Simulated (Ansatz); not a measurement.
# G0W0 on several functionals: La2O3 (P-3m1)

Aim: G0W0 for La2O3 (P-3m1) on several starting functionals, at one mesh, band count and screening cutoff.

Calculated with Ansatz 0.2.0; G0W0 on several functionals, plane waves, PAW.

## (1) Set-up

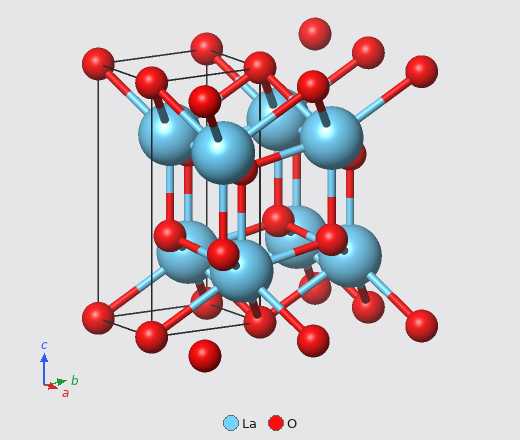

The starting structure, seen slightly off an axis (lanthanum blue, oxygen red). 2×2×1 cells are drawn. Bonds to atoms that aren't drawn are left out. Some periodic images of atoms are drawn too.

The cell and positions are those that the Materials Project relaxed with its own functionals (PBE, PBE+U or r2SCAN), kept fixed. Spin-orbit coupling is left out unless a step names it. The default PAW set here is soft_2. Its files were made with PBE.

## (2) G0W0 on PBE

Now the one-shot GW correction: screening in the RPA, then the self-energy of the levels asked for.

This step: G0W0 on PBE, plane waves, PAW.

The input, input.yaml:

```yaml
crystal:
  lattice:
    - [3.930777878, 0.0, 0.0]
    - [-1.965388939, 3.404153499, 0.0]
    - [0.0, 0.0, 6.11195352]
  atoms:
    - { symbol: La, position: [0.66666667, 0.33333333, 0.75376432] }
    - { symbol: La, position: [0.33333333, 0.66666667, 0.24623568] }
    - { symbol: O, position: [0.66666667, 0.33333333, 0.35410935] }
    - { symbol: O, position: [0.33333333, 0.66666667, 0.64589065] }
    - { symbol: O, position: [0.0, 0.0, 0.0] }
kpoints:
  mp_grid: { grid: [6, 6, 4] }
hamiltonian:
  xc: pbe
scf:
  occupations: { method: fixed }
gw:
  n_empty_bands: 244
  ecut_chi: 120
  qp_bands: [v2, c2]
  qp_kpoints: band_edges
  screening: { model: contour_deformation }
```

Command:

```sh
ansatz run input.yaml --threads 3 --pin off --max-ram 64512MiB --backend cuda --events-out ev --progress --plain --runs-dir out --devices 1 --max-vram 24GiB  # rebuilt from the run's record
```

Numbers of over 12 decimals in the logs are rounded to 6 here.

The log of the run:

```text
GPUs: using 1 of 1 available (devices: 1).
Engine: ansatz 0.2.0, x86_64-unknown-linux-gnu
Pseudopotentials: kind: paw
Pseudopotential: La, paw, valence charge 11, recommended cutoff 420 eV (normal), La.paw.azcp
Pseudopotential: O, paw, valence charge 6, recommended cutoff 420 eV (normal), O.paw.azcp
Functional definition: PBE
  parameter kappa = 0.804
  parameter beta = 0.066725
  exchange = pbe_x(kappa = kappa, mu = beta*pi^2/3)
  correlation = pbe_c(beta = beta)
device memory: the entry about to start is reckoned to put 0.9 GiB on a device that reports 65.4 GiB free (of which the cap on the GPU budget leaves the run 24.0 GiB)
GPU FFT provider: cuFFT
GPU libraries: cuBLAS 13.8.2, cuFFT 12.4.0, cuSOLVER 12.3.4
Crystal: 5 atoms, lattice volume = 81.784 Å³
Basis set: ecut = 420 eV, 1641 PW (Γ)
Bands: 25, of which v1, the nominal top of the filled ones, is band 20 counted from 1 (19 counted from 0)
Symmetry: 12 space group operations
Space group: P-3m1 (ITA 164), of the structure as read, at distance tolerance 4.3e-5 Å
k-points: 24 of 144
Non-local potential: La, projectors of the file, l = 0: 3, l = 1: 2, l = 2: 2, l = 3: 3
Non-local potential: O, projectors of the file, l = 0: 2, l = 1: 2, l = 2: 1
PAW form: soft (Blöchl's): semilocal exchange-correlation on the pseudo side does not see the compensation charge
PAW one-centre angular grid: La, 590 points (default); XC on 64 Gauss nodes
PAW one-centre angular grid: O, 110 points (default); XC on 64 Gauss nodes
Initial density: superposition of atomic densities (neutral atoms: chi_scale 0, normalization atom), corrected by the library's trained network
Initial wavefunctions: pseudopotential atomic-orbital guess
GPU buffer pool allocated for 32805 grid points (all kernels)
GPU transforms: local potential and band sums: pruned to the plane-wave sphere, on 25×27×45
Functional: x = pbe(κ = 0.804, μ = 0.219515), c = pbe(β = 0.066725)
SCF iter   1: F=—  HF=-14212.058432 eV  |F-HF|=—  |Δ(HF+E_count)|=         —  Δρ=2.35e-3  dr2=4.65e-3  ethr=1.77e-3  ⟨swp⟩=4.8  Hψ=2499  notcnv=0  defer=50
preconditioner: auto → Resta (q_TF=auto, 2.422 Å⁻¹)  ε∞=4.9  [insulator: Δε(μ)=3.878 eV  Ē_g=12.507 eV  n_scr=22 (ndim 8)  ℏωp=24.6 eV  f_vac=0.023  ε∞_Penn≈4.9]
SCF iter   2: F=—  HF=-14212.059700 eV  |F-HF|=—  |Δ(HF+E_count)|=   1.27e-3  Δρ=1.45e-3  dr2=9.96e-4  ethr=1.16e-5  ⟨swp⟩=3.3  Hψ=1343  notcnv=0  defer=68
SCF iter   3: F=—  HF=-14212.060105 eV  |F-HF|=—  |Δ(HF+E_count)|=   4.05e-4  Δρ=6.57e-4  dr2=3.52e-4  ethr=2.49e-6  ⟨swp⟩=2.2  Hψ=1029  notcnv=0  defer=67
SCF iter   4: F=—  HF=-14212.060289 eV  |F-HF|=—  |Δ(HF+E_count)|=   1.84e-4  Δρ=1.07e-4  dr2=8.65e-6  ethr=8.81e-7  ⟨swp⟩=2.3  Hψ=984  notcnv=0  defer=66
SCF iter   5: F=—  HF=-14212.060295 eV  |F-HF|=—  |Δ(HF+E_count)|=   6.11e-6  Δρ=7.94e-5  dr2=4.46e-6  ethr=2.16e-8  ⟨swp⟩=2.0  Hψ=1061  notcnv=0  defer=52
SCF iter   6: F=—  HF=-14212.060295 eV  |F-HF|=—  |Δ(HF+E_count)|=   6.55e-7  Δρ=2.36e-5  dr2=3.98e-7  ethr=1.12e-8  ⟨swp⟩=2.0  Hψ=851  notcnv=0  defer=52
SCF iter   7: F=-14212.060295 eV  HF=-14212.060295 eV  |F-HF|=1.18e-8  |Δ(HF+E_count)|=   1.29e-7  Δρ=5.58e-6  dr2=2.64e-8  ethr=2.50e-10  ⟨swp⟩=12.3  Hψ=2641  notcnv=0
SCF 1 converged in 7 iterations: F = -14212.060295 eV  dr2 = 2.64e-8
  greatest PAW one-centre occupation: 0.973 electrons in one spin orbital (limit 2), on the La atom at site 1 (counted from 0), in its partial waves of l = 0
device memory: the entry about to start is reckoned to put 0.9 GiB (of the 1.0 GiB reckoned in all, the device holds 0.1 GiB already) on a device that reports 65.3 GiB free (of which the cap on the GPU budget leaves the run 23.9 GiB)
NSCF: frozen V_eff on 24 k-points, pencils in batches of 32, up to order 100
the band table was solved once the SCF had ended and its energy, with any forces and stress, was formed, with the checks that follow a solve (3115 applications of the Hamiltonian). They found nothing against the state; the energy, forces and stress were not computed again (output.eigenvalues in the input reference)
device memory: the entry about to start is reckoned to put 4.1 GiB on a device that reports 65.4 GiB free (of which the cap on the GPU budget leaves the run 24.0 GiB)
NSCF: frozen V_eff on 24 k-points
G₀W₀ screening: q 1/24
[... further progress lines ...]
SCF converged after 7 iterations
Free energy (F): -14212.060295 eV
Harris-Foulkes:  -14212.060295 eV  (|F-HF|=1.18e-8)
Internal energy: -14212.060295 eV  (E = F + TS)
E sigma→0 (E₀):  -14212.060295 eV
Fermi energy:    9.712589 eV
--- Per-component energies (eV) ---
  E_band       = -6.404244
  E_kinetic    = 912.934809
  E_local      = -1532.904581  (includes V_loc(G=0)·N_el)
  E_nonlocal   = 336.615458
  E_hartree    = 547.316391
  E_xc         = -503.632671
  E_vxc        = -582.212718  (∫ρ·V_xc dr)
  E_paw        = -11307.954448  (= ΣΔE_a)
  E_vpaw       = -235.474686  (= ΣTr[D̂ρ^β])
  E_aug_tail   = 0.007195  (compensation charges beyond the density's cutoff)
  E_ewald      = -2664.442448
  E_smearing   = -0.000000  (= −TS)
  E_closure    = 0.000000  (closes the sum)
  Σ components = -14212.060295   (vs F -14212.060295, Δ=0.00e0)
--- Band table (eV; the first three rows and the last of 24) ---
[...]
`?` marks the rows in doubt; gw_qp.tsv's column doubts and the gw_qp event give each row's grounds
    ik  band        ε_KS         Σx   Σc(E_QP)       V_xc       Z   E_QP_lin       E_QP  E_QP is
     0    19      9.3277   -24.4212     4.2771   -19.6639  0.7405     8.8442     8.8476  root
     0    20      9.5904   -24.8986     4.2735   -20.1974  0.7437     9.1602     9.1628  root
     0    21     13.9925   -11.5632    -6.3014   -20.0166  0.7843    16.2285    16.1445  root
     0    22     14.2808   -11.9228    -6.3299   -20.3424  0.7792    16.4523    16.3704  root
     1    19      9.3731   -24.5672     4.2767   -19.8225  0.7405     8.9018     8.9050  root
     1    20      9.3731   -24.5672     4.2767   -19.8225  0.7405     8.9018     8.9050  root
     1    21     14.1284   -13.1415    -6.9135   -22.5928  0.7715    16.8060    16.6663  root ?
     1    22     14.3412   -13.2048    -6.8398   -22.4773  0.7691    16.9009    16.7739  root ?
     2    19      9.4245   -24.7574     4.2821   -20.0228  0.7406     8.9691     8.9721  root
     2    20      9.4245   -24.7574     4.2821   -20.0228  0.7406     8.9691     8.9721  root
     2    21     14.3520   -16.2020    -8.1434   -27.5376  0.7481    17.8447    17.5442  root ?
     2    22     14.3961   -14.4712    -7.3793   -24.6008  0.7594    17.3333    17.1463  root ?
     3    19      9.3154   -24.3595     4.2545   -19.6056  0.7421     8.8124     8.8160  root
     3    20      9.5131   -24.7360     4.3093   -19.9684  0.7420     9.0519     9.0549  root
     3    21     14.0739   -12.1549    -6.1963   -20.4752  0.7801    16.2801    16.1979  root
     3    22     14.3084   -13.5189    -6.8592   -22.8645  0.7675    16.9311    16.7947  root ?
     4    19      9.2392   -24.2583     4.3654   -19.3751  0.7385     8.7171     8.7213  root
     4    20      9.4765   -24.5529     4.2416   -19.8323  0.7440     8.9942     8.9975  root
     4    21     14.1065   -13.1274    -6.6830   -22.2447  0.7722    16.6631    16.5408  root ?
     4    22     14.3578   -13.4340    -6.7253   -22.5796  0.7687    16.9022    16.7781  root ?
     5    19      9.2914   -24.3984     4.2796   -19.6163  0.7408     8.7851     8.7889  root
     5    20      9.5552   -24.8175     4.2735   -20.0797  0.7435     9.0879     9.0909  root
     5    21     14.1374   -14.0718    -6.8320   -23.4857  0.7662    16.8649    16.7194  root ?
     5    22     14.4811   -15.5971    -7.8877   -26.4945  0.7512    17.7439    17.4908  root ?
     6    19      9.4203   -24.7380     4.2825   -19.9882  0.7416     8.9498     8.9530  root
     6    20      9.5535   -24.8241     4.3035   -20.0707  0.7422     9.1007     9.1036  root
     6    21     14.0045   -12.5455    -6.3034   -21.0725  0.7778    16.3198    16.2281  root
     6    22     14.4167   -14.0843    -7.2084   -23.9476  0.7630    17.2372    17.0716  root ?
     7    19      9.3671   -24.7395     4.2553   -19.9875  0.7447     8.8669     8.8705  root
     7    20      9.4396   -24.7769     4.4051   -19.8767  0.7399     8.9408     8.9445  root
     7    21     13.7213   -10.8461    -5.2557   -17.6750  0.7935    15.3284    15.2945  root
     7    22     14.3715   -15.3104    -7.6286   -25.8811  0.7551    17.5404    17.3136  root ?
     8    19      9.2401   -24.4605     4.2383   -19.6953  0.7455     8.7091     8.7131  root
     8    20      9.4409   -24.7527     4.2975   -19.9554  0.7441     8.9375     8.9411  root
     8    21     14.0854   -12.3478    -5.8483   -20.1872  0.7805    16.1437    16.0764  root
     8    22     14.2570   -14.6333    -7.0259   -24.3471  0.7616    17.1140    16.9449  root ?
[...]
9    21     14.0960   -13.8268    -6.4766   -22.7191  0.7695    16.6287    16.5116  root ?
     9    22     14.4593   -14.1180    -6.7867   -23.4320  0.7645    17.1291    16.9866  root ?
[...]
10    22     14.5672   -17.2361    -8.5721   -29.1504  0.7406    18.2780    17.9093  root ?
[...]
11    22     14.3770   -15.8108    -7.8691   -26.7636  0.7530    17.7222    17.4608  root ?
[...]
12    22     14.3831   -15.5104    -7.5386   -25.9947  0.7553    17.5541    17.3288  root ?
[...]
13    21     14.0827   -13.8622    -6.5538   -22.8664  0.7696    16.6543    16.5331  root ?
    13    22     14.3031   -13.9795    -6.6140   -23.0844  0.7679    16.9271    16.7941  root ?
[...]
14    22     14.2616   -13.8772    -6.7564   -23.1237  0.7661    16.8857    16.7517  root ?
[...]
15    22     14.3726   -14.5441    -7.0745   -24.2813  0.7612    17.1997    17.0352  root ?
[...]
16    21     14.1894   -14.6707    -6.8476   -24.1566  0.7625    16.9840    16.8276  root ?
    16    22     14.3786   -13.8279    -6.8849   -23.2270  0.7655    17.0328    16.8929  root ?
[...]
17    22     14.2960   -14.2404    -7.0842   -23.9839  0.7635    17.1202    16.9553  root ?
[...]
18    22     14.3068   -14.9246    -7.1637   -24.8357  0.7593    17.2370    17.0541  root ?
[...]
19    22     14.2694   -13.8793    -6.7138   -23.0877  0.7678    16.8975    16.7640  root ?
[...]
20    22     14.3942   -15.4970    -7.6278   -26.0879  0.7550    17.5876    17.3573  root ?
[...]
21    20      9.6015   -25.6350     4.2453   -20.9213  0.7527     9.1302     9.1330  root
    21    21     13.5680    -9.2145    -4.5768   -14.8411  0.8072    14.6298    14.6177  root
    21    22     14.4158   -14.6611    -7.2503   -24.6372  0.7588    17.3209    17.1416  root ?
    22    19      9.2295   -24.4986     4.3540   -19.6115  0.7402     8.6921     8.6965  root
    22    20      9.5553   -25.5510     4.2447   -20.8373  0.7523     9.0834     9.0863  root
    22    21     13.7274    -9.9738    -4.8418   -16.1006  0.8010    15.0324    15.0123  root
    22    22     14.5152   -16.2802    -7.9445   -27.3070  0.7473    17.8702    17.5975  root ?
    23    19      9.4341   -24.8787     4.3456   -20.0395  0.7410     8.9369     8.9405  root
    23    20      9.4832   -25.5236     4.2589   -20.8077  0.7515     9.0234     9.0262  root
    23    21     13.9466   -11.6796    -5.4919   -18.9873  0.7881    15.8121    15.7624  root
    23    22     14.5203   -13.6901    -6.9282   -23.1029  0.7634    17.1467    17.0049  root ?
```

The job ended after 31 s (1 × NVIDIA H100 80GB HBM3 (shared by 3 runs) with 3 threads of AMD EPYC 7R13 (Zen 3), shared host; peak memory 1.5 GiB; 50 s of CPU time).

The column dr2 measures how far the density is from self-consistency, as an energy; F and HF (Harris–Foulkes) agree once it is small.

This step gave:

- bands summed: 264
- RPA ε∞ on this mesh (eigenvalues): 4.511, 4.608, 4.608
- plane waves in the screening matrix: 251
- q-points in the mesh: 144
- G0W0 gap on the mesh: 5.373 eV
- k of the valence top: 0, -0.5, -0.5
- k of the conduction bottom: 0.3333, 0.3333, 0
- starting gap on the mesh: 3.841 eV
- Z at the valence top: 0.7431
- Z at the conduction bottom: 0.8072
- least direct G0W0 gap on the computed points: 5.485 eV

The gap on the mesh goes from 3.84 eV to 5.37 eV, a correction of +1.53 eV. Between the two edge states, bare exchange in place of the xc potential would open the gap by 10.42 eV, and correlation takes back 8.90 eV.

(Continued in part 2 of 2.)

[Paths, hosts, dates, memory and timing lines, banners, echoed tables and standing remarks are left out of the program output.]

[Logs are printed without paths, hosts, clocks, repeated set-up lines and the standing remarks that a program may print on its own settings, such as how far it seeks lower states.]

[Runs of the session that timed out or met a known fault of the program may be left out.]

[Cells called generated may have been cut or substituted from an entry of the Crystallography Open Database or the Materials Project.]

[Hosts, paths, dates, database ids (printed as entryN), source tags and the programs' standing remarks are cut or masked in the printed files.]
